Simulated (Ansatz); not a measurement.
# Decaying states in the gap of In2Br3Cl3, part 3 of 4

A new crystal, In2Br3Cl3: structure, gap and complex bands. It is built by putting Br for part of the Cl in the InCl3 structure of space group P6_3/mmc, with the volume rescaled by atomic radii. The parent structure comes from the Materials Project.

Ansatz 0.2.0; r2SCAN DFT, plane waves, PAW files (the session's first sound run).

So far, gap on the k-mesh (eV): step 3 (the bulk crystal and its band edges) 2.39.

The structure was built from a prototype and need not be the compound's stable phase.

### 6. Complex bands, plane (100), k-mesh 4×6×4

Level of this step: r2SCAN DFT, plane waves, PAW files; complex bands by layer matching along the plane's normal (Ansatz).

The same for the (100) plane, at (0, 0) and (0, -0.5), to see how the decay depends on direction.

The input, input.yaml:

```yaml
crystal:
  lattice:
    - [7.435717335, 0.0, 0.0]
    - [0.0, 3.522278392, 0.0]
    - [1.979548508, 0.0, 9.052525757]
  atoms:
    - { symbol: In, position: [0.6952023207, 0.25, 0.7243549425] }
    - { symbol: In, position: [0.3109880304, 0.75, 0.2727974214] }
    - { symbol: Br, position: [0.4225984129, 0.75, 0.8337518495] }
    - { symbol: Br, position: [0.7569830474, 0.75, 0.4957104766] }
    - { symbol: Cl, position: [0.8848246432, 0.75, 0.8308970544] }
    - { symbol: Cl, position: [0.5613871138, 0.25, 0.1717696193] }
    - { symbol: Br, position: [0.2501457244, 0.25, 0.5014030095] }
    - { symbol: Cl, position: [0.1178707071, 0.25, 0.1693156269] }
kpoints:
  mp_grid: { grid: [4, 6, 4] }
scf:
  occupations: { method: fixed }
hamiltonian:
  xc: r2scan
output:
  eigenvalues: true
  transmission:
    leads: [[0, 0]]
    kpoints: [[0.0, 0.0], [0.0, -0.5]]
    e_range: [-1.0, 3.39]
    de: 0.09
```

Launch:

```
$ ansatz run input.yaml --threads 2 --pin off --max-ram 4096MiB --backend cpu --events-out ev --progress --plain --runs-dir out
```

Numbers of over 12 decimals in the logs are rounded to 6 here.

The program printed:

```text
[...]
Crystal: 8 atoms, lattice volume = 237.092 Å³
Basis set: ecut = 500 eV, 6021 PW (Γ), exchange–correlation on 240×108×288 points (64 copies of the dense FFT grid, shifted against one another)
Bands: 42, of which v1, the nominal top of the filled ones, is band 34 counted from 1 (33 counted from 0)
Symmetry: 2 space group operations
[...]
k-points: 40 of 96 (time reversal used)
[...]
SCF iter   1: F=—  HF=-22861.310947 eV  |F-HF|=—  |Δ(HF+E_count)|=         —  Δρ=6.37e-3  dr2=1.05e-1  dr2_τ=3.21e-2  ethr=1.77e-3  ⟨swp⟩=5.1  Hψ=5973  notcnv=0  defer=240
[...]
SCF iter   6: F=-22861.346170 eV  HF=-22861.346170 eV  |F-HF|=4.08e-8  |Δ(HF+E_count)|=   1.14e-6  Δρ=5.62e-6  dr2=9.21e-8  dr2_τ=8.49e-9  ethr=1.47e-10  ⟨swp⟩=12.2  Hψ=9563  notcnv=0
SCF 1 converged in 6 iterations: F = -22861.346170 eV  dr2 = 9.21e-8
[...]
transmission: 15 of 30 steps passed
transmission: 30 of 30 steps passed
SCF converged after 6 iterations
Free energy (F): -22861.346170 eV
[...]
Internal energy: -22861.346170 eV  (E = F + TS)
E sigma→0 (E₀):  -22861.346170 eV
Fermi energy:    2.313462 eV
[...]
--- Band table (eV; the first three rows and the last of 40) ---
  k-point 0: bands = [... 30 lower, 1.9195, 1.9909, 2.1383, 2.2963, 4.9463, 5.6763, 8.3520, 8.7235, ... 4 higher]
  k-point 1: bands = [... 30 lower, 1.9106, 1.9902, 2.1489, 2.2976, 5.1183, 5.6207, 8.4940, 8.5905, ... 4 higher]
  k-point 2: bands = [... 30 lower, 1.9025, 1.9886, 2.1585, 2.2990, 5.3796, 5.4705, 8.5333, 8.6451, ... 4 higher]
  k-point 39: bands = [... 30 lower, 1.5745, 1.6544, 1.7576, 1.8693, 4.8296, 4.9563, 8.3568, 8.5245, ... 4 higher]
--- Transmission ---
  basis      : 271 plane waves across, 15 finite elements along
  points     : 2, as listed
[...]
crystal 0  : Cl3In2Br3, at the sites [0, 0], period 9.0525 Å: whole cells are its period
[...]
channels       : 0.000000e0 a spin
[...]
slowest decay  : 0.2940 /Å at (0.0000, 0.0000)
```

Elapsed: 1.7 min, on 2 threads of Arm Neoverse V2, shared host; peak memory 1.4 GiB.

Numbers from this step:

* decay constant at the filling level, zone centre: 0.2940 Å⁻¹
* decay constant at the filling level, slowest listed point: 0.294 Å⁻¹

K parallel (0, 0); values up to 1.5 1/Å, a degenerate pair printed once or twice; energies at which all values exceed this have no row. Table of Im kz of the slowest decaying states by energy, zero at the highest filled level on the SCF mesh:

| energy (eV) | decay 1 (Å⁻¹) | decay 2 (Å⁻¹) | decay 3 (Å⁻¹) | decay 4 (Å⁻¹) |
| --- | --- | --- | --- | --- |
| -1.0000 | 0.240 | 0.412 | 0.629 | 0.840 |
| -0.7300 | 0.114 | 0.225 | 0.438 | 0.754 |
| -0.4600 | 0.270 | 0.281 | 0.322 | 0.398 |
| -0.2800 | 0.139 | 0.275 | 0.297 | 0.345 |
| -0.0100 | 0.211 | 0.221 | 0.388 | 0.440 |
| 0.2600 | 0.250 | 0.419 | 0.439 | 0.545 |
| 0.5300 | 0.274 | 0.440 | 0.446 | 0.630 |
| 0.7100 | 0.285 | 0.451 | 0.453 | 0.668 |
| 0.9800 | 0.293 | 0.461 | 0.463 | 0.708 |
| 1.2500 | 0.293 | 0.468 | 0.471 | 0.738 |
| 1.5200 | 0.286 | 0.472 | 0.475 | 0.762 |
| 1.7900 | 0.270 | 0.474 | 0.476 | 0.781 |
| 1.9700 | 0.252 | 0.473 | 0.475 | 0.791 |
| 2.2400 | 0.211 | 0.470 | 0.471 | 0.804 |
| 2.5100 | 0.129 | 0.462 | 0.465 | 0.814 |
| 2.7800 | 0.449 | 0.456 | 0.821 | 0.841 |
| 2.9600 | 0.437 | 0.447 | 0.825 | 0.845 |
| 3.2300 | 0.412 | 0.425 | 0.830 | 0.850 |

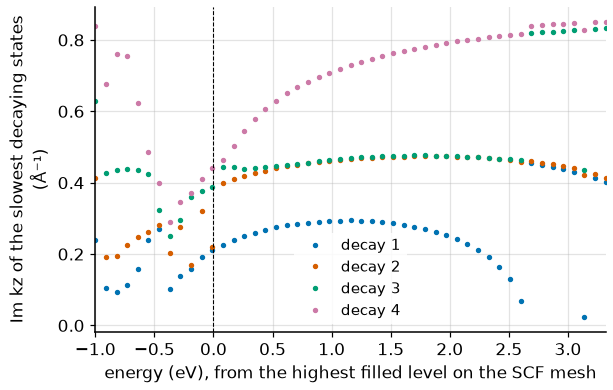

Im kz of the slowest decaying states, plotted against energy.

K parallel (0, -0.5); values up to 1.5 1/Å, a degenerate pair printed once or twice; energies at which all values exceed this have no row. Table of Im kz of the slowest decaying states by energy, zero at the highest filled level on the SCF mesh:

| energy (eV) | decay 1 (Å⁻¹) | decay 2 (Å⁻¹) | decay 3 (Å⁻¹) | decay 4 (Å⁻¹) |
| --- | --- | --- | --- | --- |
| -1.0000 | 0.318 | 0.338 | 0.471 | 0.490 |
| -0.7300 | 0.221 | 0.302 | 0.322 | 0.392 |
| -0.4600 | 0.248 | 0.367 | 0.370 | 0.397 |
| -0.2800 | 0.320 | 0.363 | 0.423 | 0.427 |
| -0.0100 | 0.415 | 0.441 | 0.464 | 0.478 |
| 0.2600 | 0.464 | 0.474 | 0.487 | 0.512 |
| 0.5300 | 0.493 | 0.497 | 0.500 | 0.537 |
| 0.7100 | 0.500 | 0.505 | 0.513 | 0.549 |
| 0.9800 | 0.507 | 0.508 | 0.532 | 0.564 |
| 1.2500 | 0.506 | 0.508 | 0.545 | 0.574 |
| 1.5200 | 0.498 | 0.503 | 0.555 | 0.581 |
| 1.7900 | 0.435 | 0.493 | 0.531 | 0.561 |
| 1.9700 | 0.388 | 0.481 | 0.545 | 0.563 |
| 2.2400 | 0.277 | 0.426 | 0.476 | 0.556 |
| 2.5100 | 0.191 | 0.219 | 0.506 | 0.562 |
| 2.7800 | 0.332 | 0.342 | 0.514 | 0.559 |
| 2.9600 | 0.384 | 0.399 | 0.516 | 0.555 |
| 3.2300 | 0.424 | 0.455 | 0.516 | 0.545 |

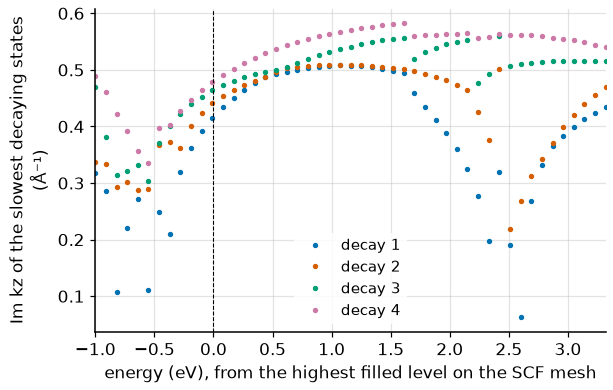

Im kz of the slowest decaying states against energy.

At the listed wavevectors the last open channel is at -0.37 eV and the next at +2.42 eV on the grid, wider than the gap, since narrow bands can fall between grid energies. At +1.16 eV, the grid energy nearest the filling level (the middle of the gap on the SCF mesh), the slowest state at the listed wavevectors decays with κ = 0.294 Å⁻¹, its amplitude falling by e over 3.4 Å; the first such run, plane (001), gave 0.295 Å⁻¹.

### 7. Band edges at another level, cutoff 420 eV

This step: PBEsol DFT, plane waves, PAW files (Ansatz 0.2.0).

The edges again with PBEsol, at the same atoms. Against that run the cutoff is 420 eV against 500.

The input, input.yaml:

```yaml
crystal:
  lattice:
    - [10.5240780354, 0.9807050259, 0.0]
    - [-4.4127235516, 5.9847943275, 0.0]
    - [0.0, 0.0, 3.5222783924]
  atoms:
    - { symbol: In, position: [0.7243549425, 0.4195572632, 0.25] }
    - { symbol: In, position: [0.2727974214, 0.5837854518, 0.75] }
    - { symbol: Br, position: [0.8337518495, 0.2563502624, 0.75] }
    - { symbol: Br, position: [0.4957104766, 0.252693524, 0.75] }
    - { symbol: Cl, position: [0.8308970544, 0.7157216976, 0.75] }
    - { symbol: Cl, position: [0.1717696193, 0.7331567331, 0.25] }
    - { symbol: Br, position: [0.5014030095, 0.7515487339, 0.25] }
    - { symbol: Cl, position: [0.1693156269, 0.287186334, 0.25] }
kpoints:
  mp_grid: { grid: [4, 4, 6] }
  band_path: { path: [VBM, CBM], npoints: 30 }
scf:
  occupations: { method: fixed }
hamiltonian:
  xc: pbesol
output:
  eigenvalues: true
```

The program printed:

```text
[...]
Crystal: 8 atoms, lattice volume = 237.092 Å³
Basis set: ecut = 420 eV, 4639 PW (Γ)
Bands: 42, of which v1, the nominal top of the filled ones, is band 34 counted from 1 (33 counted from 0)
Symmetry: 2 space group operations
[...]
k-points: 40 of 96 (time reversal used)
[...]
SCF iter   1: F=—  HF=-22449.429411 eV  |F-HF|=—  |Δ(HF+E_count)|=         —  Δρ=3.30e-3  dr2=3.25e-2  ethr=1.77e-3  ⟨swp⟩=5.2  Hψ=5812  notcnv=0  defer=240
[...]
SCF iter   7: F=-22449.424554 eV  HF=-22449.424554 eV  |F-HF|=9.55e-9  |Δ(HF+E_count)|=   1.12e-7  Δρ=2.63e-6  dr2=3.01e-8  ethr=1.47e-10  ⟨swp⟩=13.4  Hψ=7735  notcnv=0
SCF 1 converged in 7 iterations: F = -22449.424554 eV  dr2 = 3.01e-8
[...]
SCF converged after 7 iterations
Free energy (F): -22449.424554 eV
[...]
Internal energy: -22449.424554 eV  (E = F + TS)
E sigma→0 (E₀):  -22449.424554 eV
Fermi energy:    2.602918 eV
[...]
--- Band table (eV; the first three rows and the last of 40) ---
  k-point 0: bands = [... 30 lower, 2.2172, 2.3071, 2.4345, 2.5858, 4.6495, 5.4186, 7.8897, 8.2485, ... 4 higher]
  k-point 1: bands = [... 30 lower, 1.7852, 1.8931, 2.2379, 2.3142, 5.3970, 5.6639, 8.4298, 8.8327, ... 4 higher]
  k-point 2: bands = [... 30 lower, 1.8804, 2.0059, 2.1835, 2.2641, 5.0156, 5.2062, 8.4013, 8.5599, ... 4 higher]
  k-point 39: bands = [... 30 lower, 1.8593, 1.9637, 2.0870, 2.2285, 4.6651, 4.7733, 7.9738, 8.1002, ... 4 higher]
```

Elapsed: 93 s, on 2 threads; peak memory 0.67 GiB; 3.1 min of CPU time.

This step gave:

```yaml
free_energy: -22449.4246 eV
fermi_energy: 2.603 eV
gap_on_the_k_mesh: 1.902 eV
gap_on_path: 1.902 eV, by band count; negative where bands overlap
direct_gap_on_path: 2.253 eV
```

The electronic bands at the labelled points (eV, zero at the Fermi level (highest filled level under fixed occupations); v1 is the highest filled band, c1 the lowest empty one):

| point | v4 | v3 | v2 | v1 | c1 | c2 | c3 | c4 |
| --- | --- | --- | --- | --- | --- | --- | --- | --- |
| VBM | -0.50 | -0.41 | -0.18 | 0.00 | 2.64 | 2.79 | 5.33 | 5.71 |
| CBM | -0.71 | -0.55 | -0.53 | -0.35 | 1.90 | 2.06 | 5.43 | 5.51 |

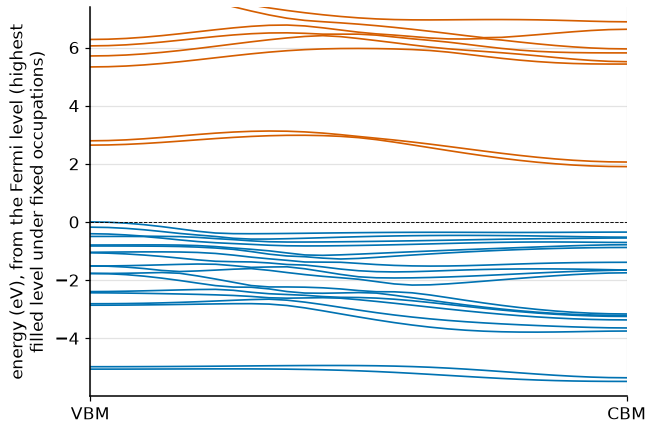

Electronic bands along the path; lines of filled and empty bands in two colours.

The searched edges give 1.90 eV, as on the mesh.

For the gap on the k-mesh, step 3 gave 2.39 eV; this run, with PBEsol and cutoff 420 eV, gives 1.90 eV.

### 8. Complex bands at another level, cutoff 420 eV

This step: PBEsol DFT, plane waves, PAW files; complex bands by layer matching along the plane's normal (Ansatz 0.2.0).

The complex bands at that level, over its own gap, at (0, 0) and (-0.5, 0).

The input, input.yaml:

```yaml
crystal:
  lattice:
    - [3.522278392, 0.0, 0.0]
    - [0.0, 10.569673639, 0.0]
    - [0.0, 6.731283684, 6.368410699]
  atoms:
    - { symbol: In, position: [0.25, 0.3047976793, 0.4195572632] }
    - { symbol: In, position: [0.75, 0.6890119696, 0.5837854518] }
    - { symbol: Br, position: [0.75, 0.5774015871, 0.2563502624] }
    - { symbol: Br, position: [0.75, 0.2430169526, 0.252693524] }
    - { symbol: Cl, position: [0.75, 0.1151753568, 0.7157216976] }
    - { symbol: Cl, position: [0.25, 0.4386128862, 0.7331567331] }
    - { symbol: Br, position: [0.25, 0.7498542756, 0.7515487339] }
    - { symbol: Cl, position: [0.25, 0.8821292929, 0.287186334] }
kpoints:
  mp_grid: { grid: [6, 4, 4] }
scf:
  occupations: { method: fixed }
hamiltonian:
  xc: pbesol
output:
  eigenvalues: true
  transmission:
    leads: [[0, 0]]
    kpoints: [[0.0, 0.0], [-0.5, 0.0]]
    e_range: [-1.0, 2.9]
    de: 0.07
```

The program printed:

```text
[...]
Crystal: 8 atoms, lattice volume = 237.092 Å³
Basis set: ecut = 420 eV, 4639 PW (Γ)
Bands: 42, of which v1, the nominal top of the filled ones, is band 34 counted from 1 (33 counted from 0)
Symmetry: 2 space group operations
[...]
k-points: 40 of 96 (time reversal used)
[...]
SCF iter   1: F=—  HF=-22449.429436 eV  |F-HF|=—  |Δ(HF+E_count)|=         —  Δρ=3.31e-3  dr2=3.26e-2  ethr=1.77e-3  ⟨swp⟩=5.1  Hψ=5811  notcnv=0  defer=240
[...]
SCF iter   7: F=-22449.424555 eV  HF=-22449.424555 eV  |F-HF|=9.57e-9  |Δ(HF+E_count)|=   1.10e-7  Δρ=2.61e-6  dr2=2.96e-8  ethr=1.47e-10  ⟨swp⟩=13.5  Hψ=7711  notcnv=0
SCF 1 converged in 7 iterations: F = -22449.424555 eV  dr2 = 2.96e-8
[...]
transmission: 14 of 28 steps passed
transmission: 28 of 28 steps passed
SCF converged after 7 iterations
Free energy (F): -22449.424555 eV
[...]
Internal energy: -22449.424555 eV  (E = F + TS)
E sigma→0 (E₀):  -22449.424555 eV
Fermi energy:    2.602915 eV
[...]
--- Band table (eV; the first three rows and the last of 40) ---
  k-point 0: bands = [... 30 lower, 2.2172, 2.3071, 2.4345, 2.5858, 4.6495, 5.4186, 7.8897, 8.2485, ... 4 higher]
  k-point 1: bands = [... 30 lower, 2.1741, 2.2086, 2.4253, 2.5952, 4.9769, 5.4005, 7.8809, 8.2639, ... 4 higher]
  k-point 2: bands = [... 30 lower, 2.1027, 2.1960, 2.4217, 2.6029, 5.2444, 5.3934, 7.9349, 8.3126, ... 4 higher]
  k-point 39: bands = [... 30 lower, 1.9078, 2.0575, 2.1104, 2.2421, 4.5742, 4.7076, 7.9870, 8.1210, ... 4 higher]
--- Transmission ---
  basis      : 321 plane waves across, 14 finite elements along
  points     : 2, as listed
[...]
crystal 0  : Br3Cl3In2, at the sites [0, 0], period 6.3684 Å: whole cells are its period
[...]
channels       : 0.000000e0 a spin
[...]
slowest decay  : 0.2562 /Å at (0.0000, 0.0000)
```

The job ended after 2.1 min (2 threads; peak memory 1.3 GiB; 3.6 min of CPU time).

Numbers from this step:

```
level to which the leads are filled                       : 0.9509 eV from the Fermi level
decay constant at the filling level, zone centre          : 0.2562 Å⁻¹
decay constant at the filling level, slowest listed point : 0.2562 Å⁻¹
```

K parallel (0, 0); values up to 1.5 1/Å, a degenerate pair printed once or twice; energies at which all values exceed this have no row. The Im kz of the slowest decaying states by energy, zero at the highest filled level on the SCF mesh:

| energy (eV) | decay 1 (Å⁻¹) | decay 2 (Å⁻¹) | decay 3 (Å⁻¹) | decay 4 (Å⁻¹) |
| --- | --- | --- | --- | --- |
| -1.000 | 0.182 | 0.187 | 0.277 | 0.442 |
| -0.510 | 0.0806 | 0.281 | 0.339 | 0.392 |
| -0.020 | 0.111 | 0.179 | 0.354 | 0.378 |
| 0.470 | 0.244 | 0.421 | 0.423 | 0.474 |
| 1.030 | 0.255 | 0.445 | 0.460 | 0.494 |
| 1.520 | 0.219 | 0.448 | 0.476 | 0.498 |
| 2.010 | 0.0691 | 0.435 | 0.471 | 0.499 |
| 2.500 | 0.386 | 0.434 | 0.500 | 0.814 |

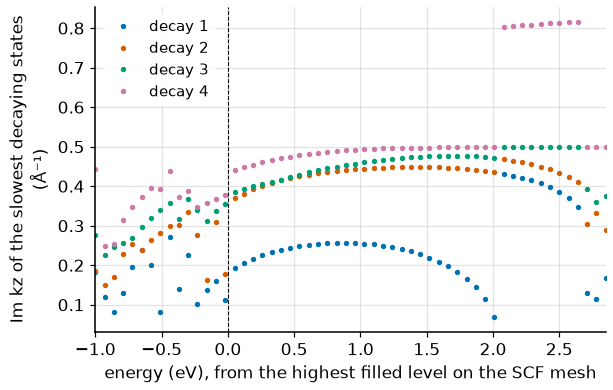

Im kz of the slowest decaying states, plotted against energy.

K parallel (-0.5, 0); values up to 1.5 1/Å, a degenerate pair printed once or twice; energies at which all values exceed this have no row. Im kz of the slowest decaying states against energy, zero at the highest filled level on the SCF mesh:

| energy (eV) | decay 1 (Å⁻¹) | decay 2 (Å⁻¹) | decay 3 (Å⁻¹) | decay 4 (Å⁻¹) |
| --- | --- | --- | --- | --- |
| -1.000 | 0.209 | 0.314 | 0.338 | 0.543 |
| -0.510 | 0.100 | 0.172 | 0.287 | 0.300 |
| -0.020 | 0.302 | 0.403 | 0.415 | 0.418 |
| 0.470 | 0.391 | 0.446 | 0.455 | 0.465 |
| 1.030 | 0.430 | 0.439 | 0.482 | 0.490 |
| 1.520 | 0.372 | 0.422 | 0.489 | 0.495 |
| 2.010 | 0.206 | 0.480 | 0.480 | 0.530 |
| 2.500 | 0.469 | 0.475 | 0.530 | 0.560 |

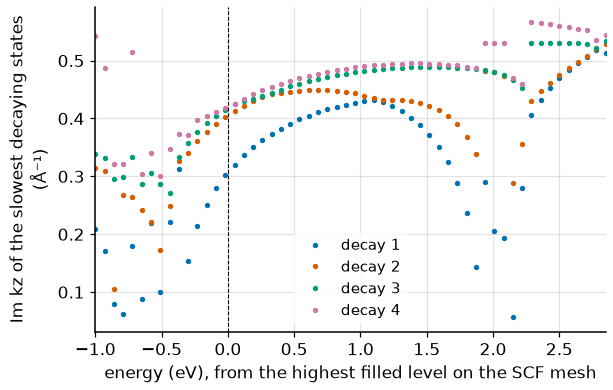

Im kz of the slowest decaying states against energy.

At the listed wavevectors the last open channel is at -0.30 eV and the next at +1.94 eV on the grid. At +0.96 eV, the grid energy nearest the filling level (the middle of the gap on the SCF mesh), the slowest state at the listed wavevectors decays with κ = 0.256 Å⁻¹, its amplitude falling by e over 3.9 Å; the first such run, plane (001), gave 0.295 Å⁻¹.

(Continued in part 4 of 4.)

[Logs are printed without paths, hosts, clocks, repeated set-up lines and the standing remarks that a program may print on its own settings, such as how far it seeks lower states.]

[Hosts, paths, dates, database ids (printed as entryN), source tags and the programs' standing remarks are cut or masked in the printed files.]

[New means built here by substitution; the compound itself may be known and measured.]
